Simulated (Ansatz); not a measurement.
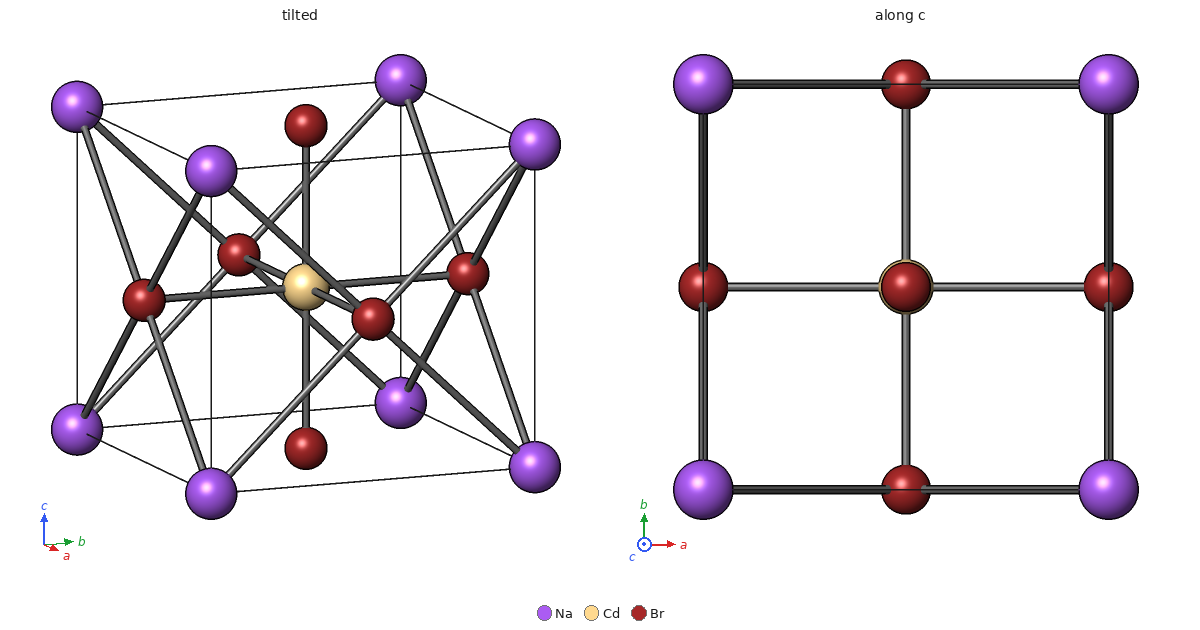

Ball-and-stick representation of a periodic structure, projected slightly off an axis and along the c axis. One conventional unit cell is framed, with atoms on its boundary repeated.

NaCdBr3, space group P4/mmm (No. 123), a = 5.683 Å, b = 5.683 Å, c = 5.341 Å, α = 90.00°, β = 90.00°, γ = 90.00°. The structure was taken from a structure type filled with these elements by a generator (whether the compound takes this form wasn't checked). The cell was then strained or its atoms displaced on purpose. A calculation with Ansatz used it as input.

This one geometry was computed with Ansatz (DFT, plane waves, PAW) at three levels of theory: HSE06, PBE and r2SCAN. It was relaxed with r2SCAN and then strained.

Q: How does the band gap change with the level of theory?

A: PBE: a gap of 0.71 eV, indirect; r2SCAN: a gap of 1.36 eV, indirect; HSE06: a gap of 1.82 eV, indirect.

Q: Collect the results in a table.

A:
| level | cutoff (eV) | k-mesh of the run's cell | gap (eV) | pressure (GPa) |
| --- | --- | --- | --- | --- |
| HSE06 | 420 | 4×4×4 | 1.82 | -1.0 |
| PBE | 420 | 6×6×6 | 0.71 | -0.5 |
| r2SCAN | 500 | 6×6×6 | 1.36 | -1.2 |

Gaps are taken on the k-mesh or band path of each run.
